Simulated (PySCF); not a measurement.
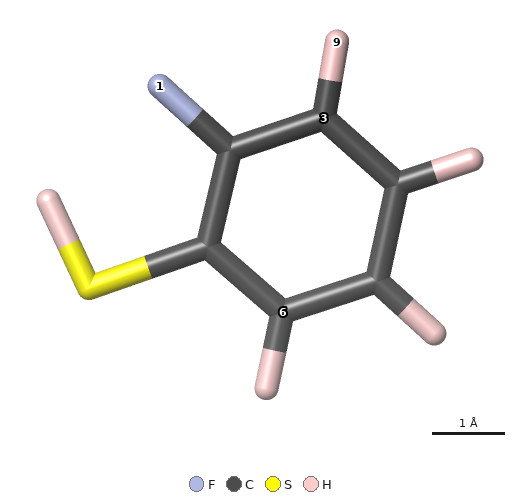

*The structure as given in the input (stick view, seen on its broad side; atoms are numbered from 1 in the order of the input).*

Bond lengths as drawn: C–C 1.39 to 1.40 Å, C–F 1.34 Å, C–H 1.09 Å, C–S 1.76 Å and H–S 1.35 Å.

C6H5FS: excited-state calculation

The run: excited-state calculation of C6H5FS (2-fluorothiophenol). Method and program: TDDFT CAM-B3LYP/def2-SVPD, vertical, gas phase, core orbitals frozen in the response (PySCF 2.14.0).

The geometry comes from this level: PBE0-D3(BJ)/def2-SVP. It belongs to a series of runs on one base structure; here: H on C replaced by F.

**Input file**
```
{"job": {"kind": "uv", "xc": "CAM-B3LYP", "basis": "def2-SVPD", "dynamic": true, "nstates": 6, "ntriplets": 0}, "charge": 0, "multiplicity": 1}
F      1.088449     2.199568     0.182139
C      0.422489     1.039622     0.158632
C     -0.643718     0.857521     1.026348
C     -1.342275    -0.348039     1.009761
C     -0.959616    -1.355198     0.124876
C      0.114677    -1.160732    -0.738685
C      0.826534     0.044987    -0.737925
S      2.170096     0.268007    -1.854202
H     -0.910337     1.670749     1.704049
H     -2.183714    -0.497200     1.689214
H     -1.499619    -2.304149     0.105458
H      0.414740    -1.953196    -1.428566
H      2.532638     1.480889    -1.390654
```

The first line tells a small driver script what to run in PySCF; the rest is the geometry in Å.

Hardware: 1 CPU thread, shared host.

Launch command:
```bash
OMP_NUM_THREADS=1 python <driver script> task.json out
```

**What the program printed**
```
coarse grid: 12328 points
cycle   1  E = -729.0325159686  dE =  1.511e+00  |g| = 4.857e-01  |ddm| = 9.413e+00
cycle   2  E = -729.0255384926  dE =  6.977e-03  |g| = 5.674e-01  |ddm| = 2.319e+00
cycle   3  E = -729.0867584425  dE = -6.122e-02  |g| = 6.104e-02  |ddm| = 1.120e+00
cycle   4  E = -729.0875599864  dE = -8.015e-04  |g| = 2.979e-02  |ddm| = 2.606e-01
cycle   5  E = -729.0877863537  dE = -2.264e-04  |g| = 7.708e-03  |ddm| = 1.136e-01
cycle   6  E = -729.0878005779  dE = -1.422e-05  |g| = 2.255e-03  |ddm| = 2.658e-02
cycle   7  E = -729.0878019432  dE = -1.365e-06  |g| = 7.013e-04  |ddm| = 7.725e-03
final grid: 117464 points
cycle   8  E = -729.1842526302  dE = -2.856e-05  |g| = 3.740e-03  |ddm| = 1.350e-01
cycle   9  E = -729.1842519156  dE =  7.146e-07  |g| = 4.426e-03  |ddm| = 1.868e-02
cycle  10  E = -729.1842559023  dE = -3.987e-06  |g| = 3.795e-04  |ddm| = 7.928e-03
cycle  11  E = -729.1842559268  dE = -2.456e-08  |g| = 1.574e-04  |ddm| = 1.180e-03
cycle  12  E = -729.1842559332  dE = -6.411e-09  |g| = 2.232e-05  |ddm| = 5.184e-04
cycle  13  E = -729.1842559335  dE = -2.269e-10  |g| = 9.373e-06  |ddm| = 1.433e-04
```

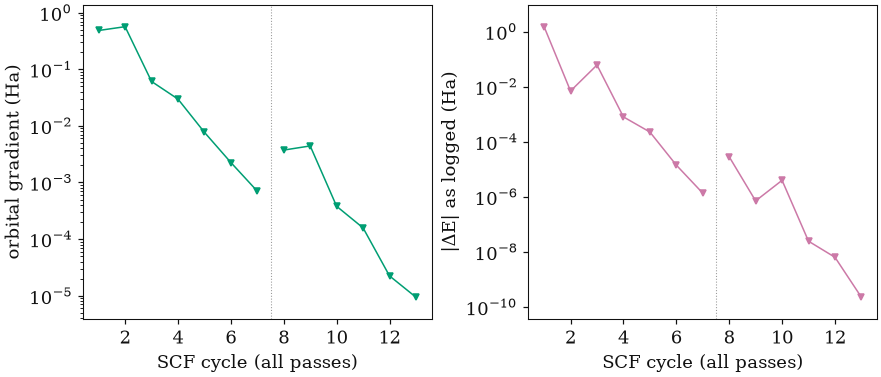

*Convergence of the self-consistent field: orbital gradient and size of the energy change against the SCF cycle. The dotted line marks the change from a coarse to the final integration grid.*

The first 7 cycles use a coarse grid, the final grid takes over at cycle 8, and the field converges after 13 cycles in all.

```
converged SCF energy = -729.1842559335

Static polarisability (au): isotropic 90.444, principal 55.887 93.069 122.375

Singlet excitations
state   eV       nm        f      main configurations
  1   5.0356    246.2   0.03661   H->L 0.54, H->L+1 0.23, H-1->L 0.12
  2   5.4625    227.0   0.03727   H->L+3 0.41, H->L+5 0.12, H->L+1 0.10
  3   5.5545    223.2   0.15538   H->L+1 0.36, H->L 0.28, H-1->L 0.13
  4   5.9046    210.0   0.01859   H->L+2 0.79, H->L+3 0.13
  5   6.4427    192.4   0.23203   H-1->L 0.54, H->L+1 0.28
  6   6.6867    185.4   0.42150   H-1->L+1 0.70, H-1->L 0.11, H-2->L 0.08
```

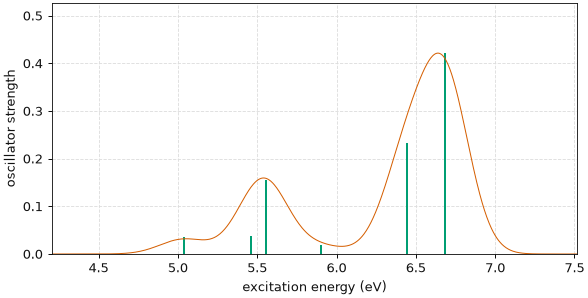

*Computed excitations as sticks (degenerate states added up, dark ones marked on the axis), with a Gaussian envelope of 0.35 eV full width at half maximum, scaled to the tallest.*

Of the 6 states the lowest lies at 5.04 eV (f = 0.037); the strongest line is at 6.69 eV, or 185 nm (f = 0.421).

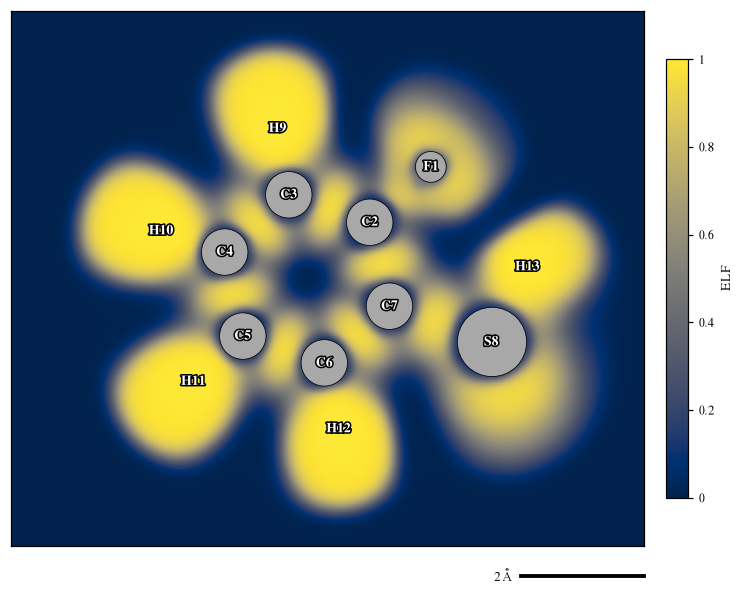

*ELF on the molecular plane. Grey discs, where drawn, cover atomic cores.*

C–S (1.76 Å): the ELF peaks at about 0.95 between the atoms, as expected for localised, shared-pair bonding. C–H (1.09 Å): the ELF climbs to about 1 towards the hydrogen, as it does in any bond to H; a covalent bond by its length. S–H (1.35 Å): the ELF climbs to about 1 towards the hydrogen.

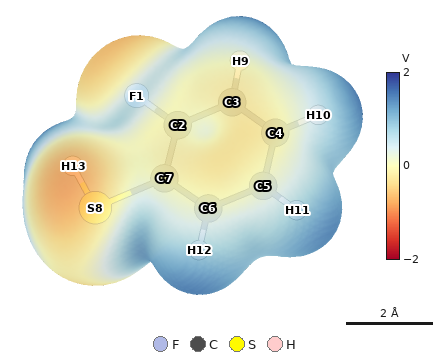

*The electrostatic potential painted on the density surface at 0.004 e/bohr³, seen at a tilt; red is negative and blue positive.*

Its dipole moment is 1.47 D.

**Results in brief**

- outcome: converged
- total energy: −729.184256 hartree
- HOMO: −7.75 eV
- LUMO: 0.33 eV
- dipole moment: 1.47 D
- mean polarisability: 90.44 a.u.
- lowest excitation: 5.04 eV
- wall time: 77 s
- peak memory: 0.99 GiB
